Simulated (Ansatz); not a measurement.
Start from CdTe in the zinc blende structure (space group F-43m, No. 216; a = 6.558 Å). Axes: x, y, z lie along the cube axes.

Modification: biaxial strain −0.83 %, plane normal [111], relaxed out of plane (Cartesian); in-plane vectors clamped, the third vector and the atoms free.

Calculations: Kohn–Sham DFT with the r2SCAN functional, run in Ansatz (an electronic-structure program) with PAW and 500 eV plane waves, spin-orbit coupling left out.

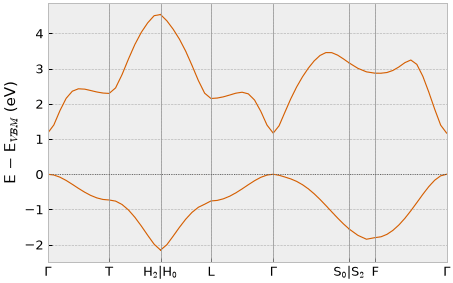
Figure. Highest valence and lowest conduction band along the path of the changed cell's own zone

The gap is 1.17 eV, direct at Γ; the base has 1.17 eV.

Spin-orbit coupling, missing from the scalar runs, can matter with Te. No phonon test of stability was made. Labels are those of the standard path for the cell's own space group.
